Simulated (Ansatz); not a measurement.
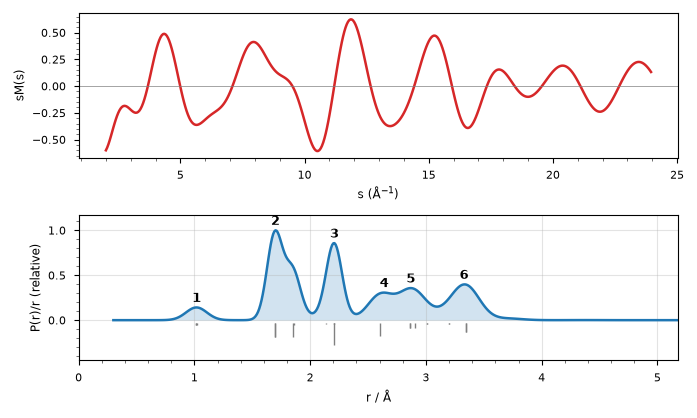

Simulated gas electron diffraction: reduced molecular intensity sM(s) from the Debye equation in the first Born approximation (top) and the radial distribution curve (bottom) of AlClFH3O2. Each pair of atoms contributes with weight ZᵢZⱼ/r (bars below the curve); damping constant 0.001 Å²; vibrational amplitudes assumed, not computed: 0.05 Å for bonds, 0.078 Å for bonds to H, 0.06 + 0.015 r up to 0.15 Å for other pairs. The geometry is the end point of an optimisation (UKS r2SCANh-D4/STO-3G (Ansatz 0.2.0)); it may be a saddle point or a higher isomer.

**Which pairs of atoms lie under the numbered peaks? Mark bonded pairs by – and others by ···.**

Peak 1, 1.02 Å: O–H 1.01 Å (×2), F–H 1.03 Å
Peak 2, 1.70 Å: Al–O 1.69 Å (×2), Al–F 1.85 Å, not resolved
Peak 3, 2.21 Å: Al···H 2.14–2.20 Å (×3), Cl–Al 2.21 Å, not resolved
Peak 4, 2.64 Å: Cl···F 2.61 Å
Peak 5, 2.87 Å: F···O 2.86 Å (×2), O···O 2.91 Å
Peak 6, 3.33 Å: Cl···H 3.20 Å (×2), Cl···O 3.35 Å (×2), not resolved
